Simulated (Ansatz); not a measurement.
```xyz
9

Al   -0.5884   -0.2709   -0.3311
N    -0.3370   -1.4689    0.9866
H    -1.8266   -0.5566   -1.3008
C     0.6275    1.2616   -0.5070
H    -0.9245   -2.2892    1.1412
H     0.4074   -1.4375    1.6846
H     1.2184    1.2007   -1.4460
H     1.3507    1.3390    0.3300
H     0.0723    2.2219   -0.5576
```

Level of theory: UKS PBE/def2-SVPD (Ansatz).

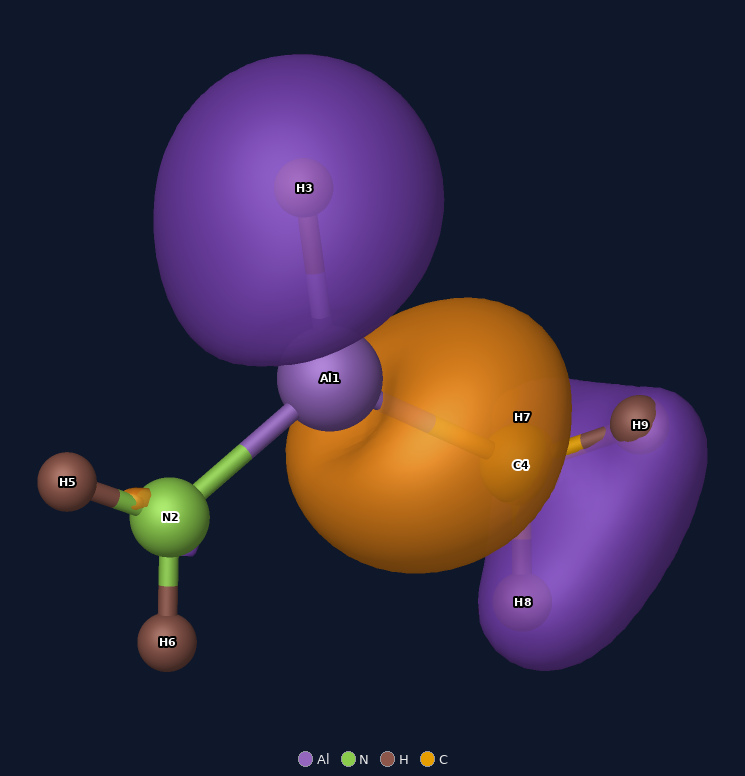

CH6AlN. The HOMO−1 at ±0.1 Å⁻³ᐟ² (orange and purple are the two phases), seen at a tilt.

> Where does this orbital lie, and at what energy?

By Hirshfeld shares it lies mainly on C4 (about 35 %), Al1 (about 25 %) and H3 (about 25 %). Its energy is −6.69 eV.
